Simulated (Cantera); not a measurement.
Feed: 1 mol Cu2O, 1.1 mol CO, 4.2 mol CH4, at 2075 K.

Method: chemical equilibrium by Gibbs-energy minimisation in Cantera with the NASA 1993 tables (ideal gas, pure condensed phases). Candidate condensed phases: C, C6H6, C7H8, C8H18, Cu, CuO, Cu(OH)2, Cu2O, H2O; 113 gas species. Rates play no part.

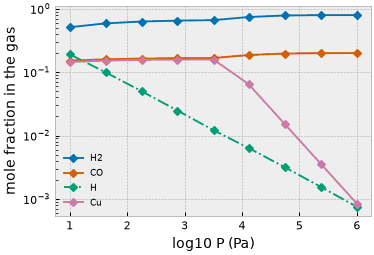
Equilibrium gas composition (values under 1e-9 drawn at 1e-9)

Problem. Read off the mole fractions at 1.80 mbar.

Solution. H2 about 0.63, CO about 0.16, Cu about 0.16, H about 0.050.
